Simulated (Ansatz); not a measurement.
Cost and result by functional for the surface energy of the (211) surface of fcc Ag in its 1x1 cell, outermost plane spacing 0.85 Å in the ideal cut, in Ansatz (plane waves, PAW). Single points on the PBE structure, on one kind of machine; costs are rough ratios of the slab run's core time (references not counted) to the cheapest single point. r2SCAN's cost holds its higher cutoff (500 against 420 eV). Differences are taken against r2SCAN for comparison alone: no measured value is at hand, so the table doesn't rank accuracy.

Model: 13-atom slab, 10.2 Å thick at the start (thin: gaps and levels are the slab's own), 13x6x1 mesh, Fermi-Dirac 0.1 eV, dipole correction, all atoms relaxed; start symmetry kept, larger cells not searched; no spin, no spin-orbit, no U. These notes are the PBE run's.

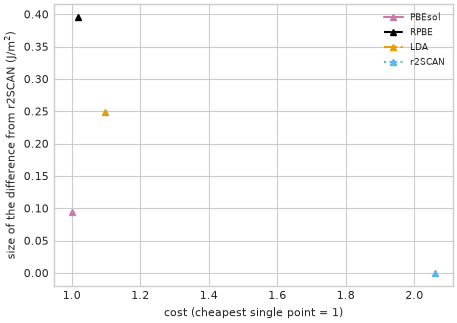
Fig. 1. Difference from r2SCAN against cost

| functional | relative cost | surface energy (J/m²) | less r2SCAN (J/m²) |
|---|---|---|---|
| PBEsol | 1 | 1.13 | 0.09 |
| RPBE | 1 | 0.64 | -0.40 |
| LDA | 1 | 1.29 | 0.25 |
| r2SCAN | 2 | 1.04 | 0.00 |
| PBE (the relaxed run's value) | – | 0.85 | -0.18 |

The values span 0.65 J/m², while the single points' costs differ by a factor of roughly 2. Differences are of unrounded values.

Ansatz is a first-principles code.
